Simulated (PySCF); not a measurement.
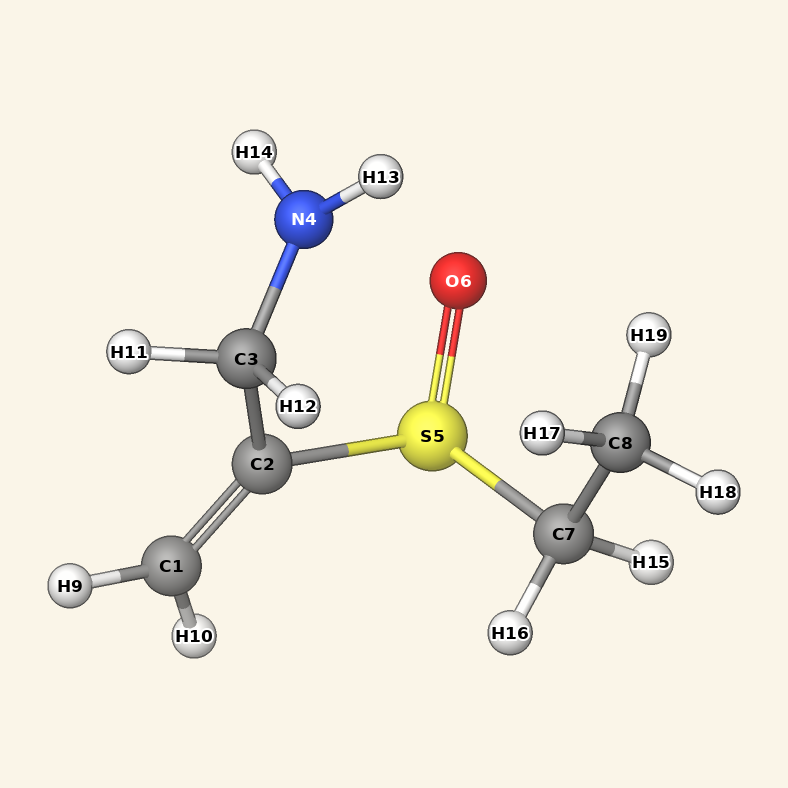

State: charge +1, doublet. Computed geometry: GFN2-xTB optimisation. No frequency run is at hand to confirm it as a minimum. Method: UKS B3LYP, pcH-1 on C H N O S, non-relativistic (PySCF 2.14.0). Fermi-contact and spin-dipolar terms alone, no spin-orbit part.

### Which nucleus has the largest dipolar (anisotropic) hyperfine coupling?

17O at O6: principal values −118.8, 58.2, 60.6 MHz.

List the isotropic and dipolar parts for the most strongly coupled nuclei, one of each equivalent set.

```tsv
atom	isotope	a_iso (MHz)	dipolar part (MHz)
O6	17O	−57.0	−118.8, 58.2, 60.6
N4	14N	33.7	−27.4, −27.3, 54.7
H13	1H	−39.9	−32.1, −7.3, 39.4
H14	1H	−39.0	−31.4, −6.9, 38.3
C2	13C	−14.2	−12.7, −9.6, 22.2
S5	33S	13.9	−11.6, −6.3, 17.9
H11	1H	124.9	−4.4, −2.9, 7.2
H12	1H	2.9	−3.2, −2.8, 6.0
```
